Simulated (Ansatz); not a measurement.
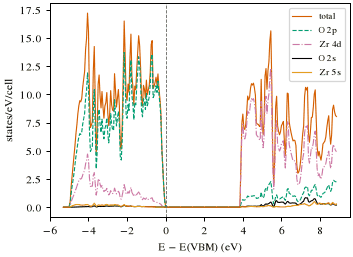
*Total and projected density of states of ZrO$_{2}$ in space group Pca2_1 (No. 29; Zr on 4a, O on 4a, O on 4a), DFT-PBE in the program Ansatz with PAW potentials*

Question: Which orbitals carry the states next to the gap?

Answer: Top 1 eV of the valence band: O 2p 93 %. Bottom 1 eV of the conduction band: Zr 4d 87 %, O 2p 10 %. Projections are on Löwdin-orthogonalised atomic valence shells; empty p or d shells of many metals are not among them.

Question: Where is the tallest occupied peak in this window, and what makes it?

Answer: Near -4.0 eV, about 17 states/eV per cell; the largest projected share is O 2p.

Symmetry was held in the PBE relaxation. The run is not spin-polarised. Scalar-relativistic: spin–orbit coupling is off unless named, which matters more the heavier the elements.

Potentials: the earlier of the program's two PAW sets.
